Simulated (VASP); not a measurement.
Band structure of RuAl (CsCl type). These are optB88-vdW, VASP's PBE PAW potentials (set 64) (plane waves; VASP) values and carry that method's errors.

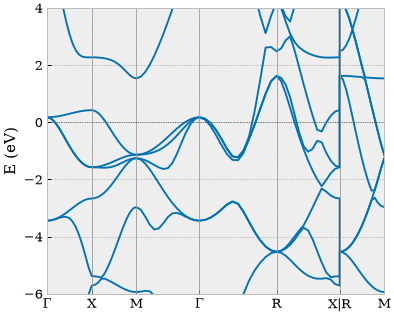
Figure. Bands along high-symmetry lines, zero at the valence-band maximum or, without a gap, the Fermi level

**Question.** Read the plot: is there a gap, and where are the band edges?

**Answer.** It has no gap at this level: it comes out as a metal or semimetal. (Edges off the drawn lines would not show.)

The compound is RuAl in the CsCl type structure. It was relaxed first. The electron count is odd and the run is not spin-polarised, which forces a metal.
